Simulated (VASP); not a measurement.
Energy against volume of NaF (rock salt). All values below come from revPBE GGA, VASP's PBE PAW potentials (set 64) (plane waves; VASP).

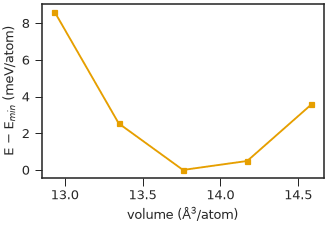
Figure: Energy against volume

**Question.** Estimate the equilibrium volume and the bulk modulus.

**Answer.** The minimum lies near 13.9 Å³/atom, and the curvature gives B0 of about 38 GPa.

The compound is NaF in the rock salt structure. It was relaxed first, which changed the volume by +12 %.
